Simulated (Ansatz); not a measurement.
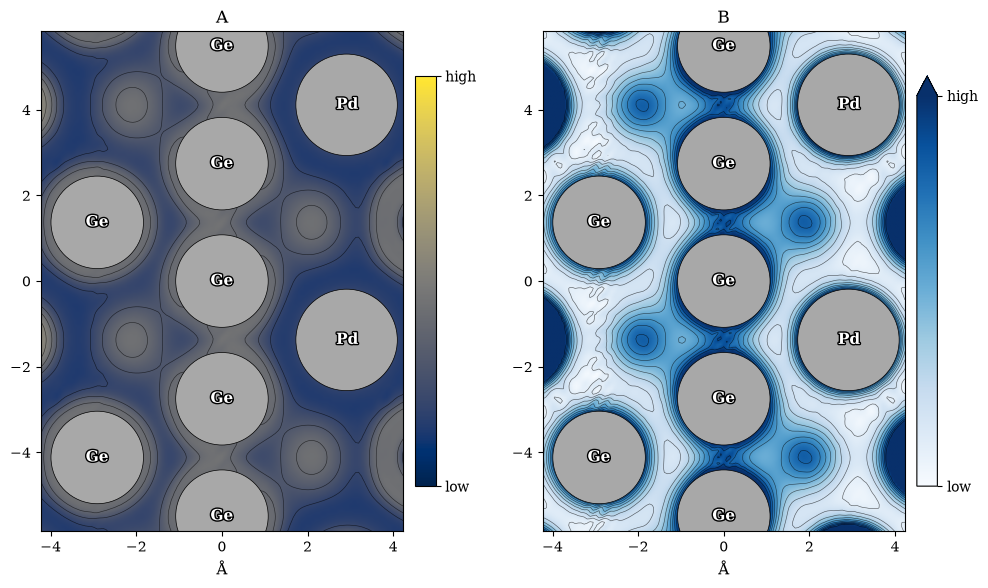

Ge5Pd: 2 fields on the (110) plane of the conventional cell, with unlabelled colour scales. Grey discs cover the atomic cores.

Space group F-43m; a structure generated by program, which may or may not match a known phase.

Theory: DFT PBE, scalar-relativistic, plane waves, PAW in Ansatz 0.2.0.

### Which field does each panel show? The fields are: electron localisation function and valence pseudo-density.

Panel A: electron localisation function. Panel B: valence pseudo-density. From the grid: Ge–Ge (2.74 Å): ρ at the midpoint is about 0.28 e/Å³; the ELF is about 0.45 at the midpoint. Ge–Pd (3.22 Å): ρ is about 0.14 e/Å³ halfway; the ELF is about 0.20 at the midpoint; no shared electron pair shows on this line.
